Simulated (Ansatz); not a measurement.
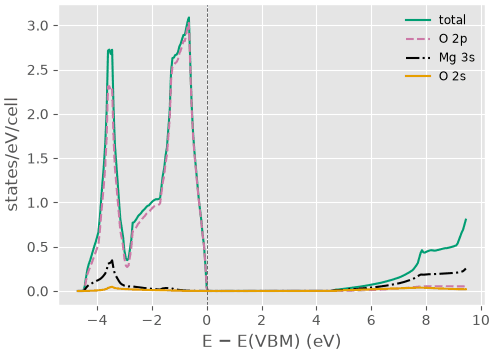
Fig. 1. Total and projected density of states of MgO (rock salt, Fm-3m), PBE in the plane-wave PAW code Ansatz

Which orbitals carry the states next to the gap?

Top 1 eV of the valence band: O 2p 98 %. Bottom 1 eV of the conduction band: Mg 3s 56 %, O 2s 34 %, O 2p 9 %. Projections are on Löwdin-orthogonalised atomic valence shells; empty p or d shells of many metals are not among them.

Where is the tallest occupied peak in this window, and what makes it?

Near -0.6 eV, about 3.1 states/eV per cell; the largest projected share is O 2p.

The cell was relaxed with PBE under the symmetry of its start; phonons on a q-mesh show no instability.

Potentials: the later of the program's two PAW sets.
